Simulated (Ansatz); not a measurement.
# A computed series for Ru: response to strain

Start from Ru in the hcp (Mg type) structure (space group P6_3/mmc, No. 194; a = 2.722 Å, c = 4.294 Å; relaxed with 0.1 eV smearing). Axes: x lies along a and z along c of the hexagonal cell.

Strains are applied to the cell and any free atomic positions relax; under biaxial strain the out-of-plane vector relaxes too.

Method: DFT with PBE, PAW potentials and a 420 eV plane-wave cutoff in Ansatz (a program for electronic structure), spin-orbit coupling left out, earlier PAW set.

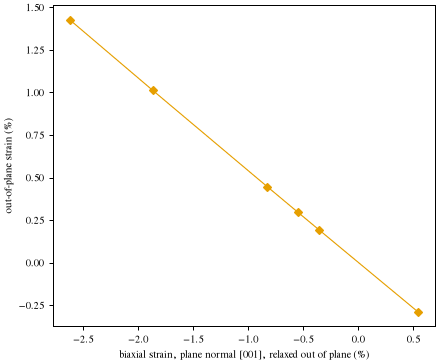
Fig. 1. Out-of-plane strain against biaxial strain, plane normal [001], relaxed out of plane

```csv
"biaxial strain, plane normal [001], relaxed out of plane (%)",out-of-plane strain
-2.62,+1.43 %
-1.87,+1.01 %
-0.83,+0.45 %
-0.55,+0.30 %
-0.36,+0.19 %
0.54,-0.29 %
```

Whether these cells are dynamically stable was not tested. The final runs are not spin-polarised.
